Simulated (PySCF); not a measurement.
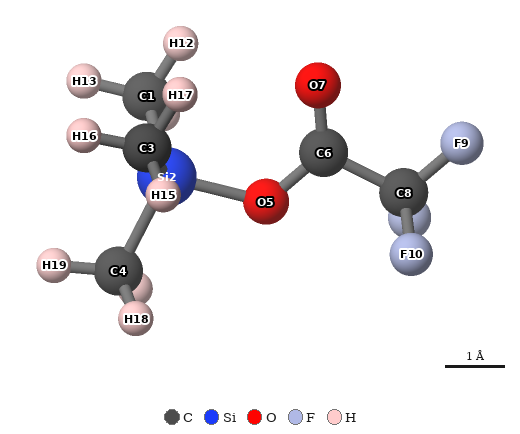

Fig. 1: The structure as given in the input (ball-and-stick view, seen at a tilt; atoms are numbered from 1 in the order of the input). Bond lengths as drawn: C–C 1.54 Å, C–F 1.32 to 1.33 Å, C–H 1.10 Å, C–O 1.20 to 1.31 Å, C–Si 1.86 Å and O–Si 1.75 Å.

# C$_{5}$H$_{9}$F$_{3}$O$_{2}$Si: one change and its effect

System: C$_{5}$H$_{9}$F$_{3}$O$_{2}$Si, SMILES C[Si](C)(C)OC(=O)C(F)(F)F.
Method of run 1: GIAO PBE0/pcSseg-1 NMR shielding, non-relativistic, IEF-PCM chloroform (PySCF 2.14.0).

The geometry comes from this level: PBE0-D3(BJ)/def2-SVP. Text and figures count atoms from 1; the logs count them from 0 in places.

### Input, run 1
```
{"job": {"kind": "nmr", "xc": "PBE0", "basis": "pcSseg-1", "solvent": "chloroform", "pop": false}, "charge": 0, "multiplicity": 1}
C     -1.200638    -1.589259    -0.764961
Si    -0.865469     0.063313     0.029435
C     -0.984674     1.477163    -1.178335
C     -1.868936     0.341966     1.572262
O      0.760592     0.025913     0.666038
C      1.828803    -0.149899    -0.073657
O      1.867497    -0.299808    -1.263142
C      3.098873    -0.143891     0.799942
F      4.178907    -0.325666     0.060978
F      3.212707     1.017666     1.441224
F      3.036779    -1.116235     1.707673
H     -0.525482    -1.751079    -1.618093
H     -2.238620    -1.631078    -1.132339
H     -1.062841    -2.412122    -0.046929
H     -0.712217     2.434483    -0.708263
H     -2.018853     1.564805    -1.548875
H     -0.321310     1.307614    -2.039127
H     -1.580649     1.285551     2.060421
H     -2.944229     0.392611     1.339895
H     -1.713213    -0.475165     2.293145
```

The first line tells a small driver script what to run in PySCF; the rest is the geometry in Å.

Command:
```bash
OMP_NUM_THREADS=1 python <driver script> task.json out
```

Hardware: 1 CPU thread, shared host.

### Output (run 1)
```
coarse grid: 18064 points
cycle   1  E = -934.2420598699  dE =  1.642e+00  |g| = 1.327e+00  |ddm| = 3.992e+00
cycle   2  E = -933.7220266407  dE =  5.200e-01  |g| = 2.212e+00  |ddm| = 1.976e+00
cycle   3  E = -934.5454245920  dE = -8.234e-01  |g| = 2.968e-01  |ddm| = 1.363e+00
cycle   4  E = -934.5596572278  dE = -1.423e-02  |g| = 1.271e-01  |ddm| = 2.476e-01
cycle   5  E = -934.5621752225  dE = -2.518e-03  |g| = 3.672e-02  |ddm| = 8.621e-02
cycle   6  E = -934.5624483315  dE = -2.731e-04  |g| = 5.981e-03  |ddm| = 2.589e-02
cycle   7  E = -934.5624547990  dE = -6.467e-06  |g| = 2.037e-03  |ddm| = 4.990e-03
final grid: 173544 points
cycle   8  E = -934.6652232091  dE = -3.759e-05  |g| = 1.468e-02  |ddm| = 2.716e-02
cycle   9  E = -934.6651749003  dE =  4.831e-05  |g| = 2.217e-02  |ddm| = 2.189e-02
cycle  10  E = -934.6652627201  dE = -8.782e-05  |g| = 2.506e-03  |ddm| = 1.313e-02
cycle  11  E = -934.6652639231  dE = -1.203e-06  |g| = 5.140e-04  |ddm| = 1.713e-03
cycle  12  E = -934.6652639609  dE = -3.780e-08  |g| = 2.109e-04  |ddm| = 4.115e-04
cycle  13  E = -934.6652639698  dE = -8.891e-09  |g| = 2.008e-05  |ddm| = 1.485e-04
cycle  14  E = -934.6652639698  dE = -6.025e-11  |g| = 6.125e-06  |ddm| = 1.625e-05
converged SCF energy = -934.6652639698

GIAO shielding tensors (ppm)
atom      isotropic    diamagn.    paramagn.     s11        s22        s33       span
  0 C      186.202     258.341     -72.139    178.087    186.945    193.575     15.488
  1 Si     308.578     883.856    -575.278    300.653    302.777    322.305     21.652
  2 C      186.093     258.314     -72.221    178.118    186.907    193.254     15.135
  3 C      185.639     257.425     -71.786    178.378    185.744    192.795     14.417
  4 O      113.110     408.627    -295.517    -33.836    159.140    214.025    247.860
  5 C       20.308     252.356    -232.048    -75.582     66.438     70.068    145.649
  6 O      -98.174     404.584    -502.757   -333.628   -253.381    292.488    626.116
  7 C       64.833     248.103    -183.270     50.270     62.672     81.558     31.288
  8 F      275.246     464.417    -189.171    200.610    278.921    346.208    145.598
  9 F      264.491     472.764    -208.273    186.505    256.094    350.875    164.371
 10 F      264.355     472.846    -208.491    186.371    255.927    350.768    164.396
 11 H       30.343      33.142      -2.800     25.425     29.149     36.454     11.029
 12 H       31.076      30.613       0.463     26.885     28.037     38.306     11.421
 13 H       30.922      32.182      -1.260     26.869     28.241     37.657     10.789
 14 H       30.900      32.169      -1.269     26.852     28.196     37.651     10.799
 15 H       31.077      30.610       0.468     26.889     28.062     38.280     11.391
 16 H       30.327      33.107      -2.780     25.415     29.097     36.468     11.053
 17 H       30.782      31.728      -0.946     26.571     28.320     37.456     10.886
 18 H       31.095      29.962       1.133     26.810     28.240     38.235     11.425
 19 H       30.783      31.718      -0.934     26.560     28.332     37.458     10.898
```

Run 2 used a changed input.

### The two runs side by side

| quantity | run 1 | run 2 |
| --- | --- | --- |
| outcome | converged | converged |
| total energy (hartree) | −934.665264 | −951.482661 |
| HOMO (eV) | −8.72 | −9.93 |
| LUMO (eV) | −0.82 | −3.31 |
| dipole moment (D) | 4.27 | 4.48 |
| shielding of C1 (ppm) | 186.2 | 174.0 |
| shielding of Si2 (ppm) | 308.6 | 303.3 |
| shielding of C3 (ppm) | 186.1 | 173.9 |
| shielding of C4 (ppm) | 185.6 | 173.6 |
| shielding of O5 (ppm) | 113.1 | 103.5 |
| shielding of C6 (ppm) | 20.3 | 8.6 |
| shielding of C8 (ppm) | 64.8 | 48.9 |
| SCF iterations | 14 | 15 |
| basis functions | 239 | 239 |
| wall time (shared host) | 81 s | 82 s |

What was changed in the input?

The change (lines with − go, lines with + come):
```diff
-"xc": "PBE0"
+"xc": "WP04"
```

The total energies belong to different methods, so their difference says nothing on which is more stable or more accurate. The HOMO goes from −8.72 to −9.93 eV. The LUMO goes from −0.82 to −3.31 eV. The dipole moment goes from 4.27 to 4.48 D. Of all shieldings, the largest change is that of C8, by −15.9 ppm. The functional changes from PBE0 to WP04. Exact exchange removes part of the self-interaction error of semilocal functionals, which pushes filled and empty levels apart. The SCF takes 15 iterations against 14.

### Output (run 2)
```
coarse grid: 18064 points
cycle   1  E = -950.7025228551  dE =  1.673e+00  |g| = 1.948e+00  |ddm| = 4.107e+00
cycle   2  E = -949.1718513710  dE =  1.531e+00  |g| = 3.546e+00  |ddm| = 3.033e+00
cycle   3  E = -951.2733249692  dE = -2.101e+00  |g| = 5.775e-01  |ddm| = 2.334e+00
cycle   4  E = -951.3233736435  dE = -5.005e-02  |g| = 3.135e-01  |ddm| = 5.180e-01
cycle   5  E = -951.3386518664  dE = -1.528e-02  |g| = 9.904e-02  |ddm| = 2.087e-01
cycle   6  E = -951.3405435897  dE = -1.892e-03  |g| = 1.957e-02  |ddm| = 6.977e-02
cycle   7  E = -951.3406180372  dE = -7.445e-05  |g| = 5.742e-03  |ddm| = 1.499e-02
cycle   8  E = -951.3406234708  dE = -5.434e-06  |g| = 1.691e-03  |ddm| = 3.638e-03
final grid: 173544 points
cycle   9  E = -951.4826297321  dE = -7.219e-05  |g| = 1.260e-02  |ddm| = 3.305e-02
cycle  10  E = -951.4825882469  dE =  4.149e-05  |g| = 1.972e-02  |ddm| = 1.862e-02
cycle  11  E = -951.4826586546  dE = -7.041e-05  |g| = 3.603e-03  |ddm| = 1.162e-02
cycle  12  E = -951.4826610747  dE = -2.420e-06  |g| = 5.856e-04  |ddm| = 2.254e-03
cycle  13  E = -951.4826611186  dE = -4.397e-08  |g| = 2.967e-04  |ddm| = 4.814e-04
cycle  14  E = -951.4826611346  dE = -1.602e-08  |g| = 4.660e-05  |ddm| = 1.841e-04
cycle  15  E = -951.4826611349  dE = -2.869e-10  |g| = 1.837e-05  |ddm| = 3.377e-05
converged SCF energy = -951.4826611349

GIAO shielding tensors (ppm)
atom      isotropic    diamagn.    paramagn.     s11        s22        s33       span
  0 C      174.011     258.984     -84.973    166.931    174.711    180.392     13.461
  1 Si     303.345     887.010    -583.664    299.840    301.082    309.114      9.273
  2 C      173.917     258.952     -85.035    166.970    174.661    180.120     13.150
  3 C      173.573     257.551     -83.978    167.141    173.841    179.737     12.596
  4 O      103.463     412.201    -308.738    -48.293    150.646    208.037    256.329
  5 C        8.592     254.612    -246.020    -90.790     55.991     60.574    151.364
  6 O     -100.404     407.063    -507.467   -322.684   -262.550    284.023    606.707
  7 C       48.901     249.450    -200.548     34.600     46.401     65.702     31.103
  8 F      270.728     467.129    -196.401    191.793    267.689    352.703    160.910
  9 F      260.945     475.501    -214.556    178.044    247.586    357.204    179.161
 10 F      260.834     475.582    -214.748    177.934    247.473    357.096    179.162
 11 H       30.676      34.142      -3.467     26.168     29.638     36.222     10.054
 12 H       31.339      30.768       0.571     27.526     28.556     37.936     10.411
 13 H       31.190      32.924      -1.735     27.490     28.777     37.302      9.812
 14 H       31.169      32.915      -1.745     27.478     28.733     37.298      9.820
 15 H       31.340      30.764       0.576     27.527     28.579     37.913     10.386
 16 H       30.659      34.099      -3.441     26.157     29.585     36.234     10.077
 17 H       31.074      32.333      -1.259     27.222     28.856     37.144      9.923
 18 H       31.367      29.987       1.380     27.445     28.764     37.892     10.447
 19 H       31.074      32.316      -1.242     27.210     28.867     37.145      9.935
```
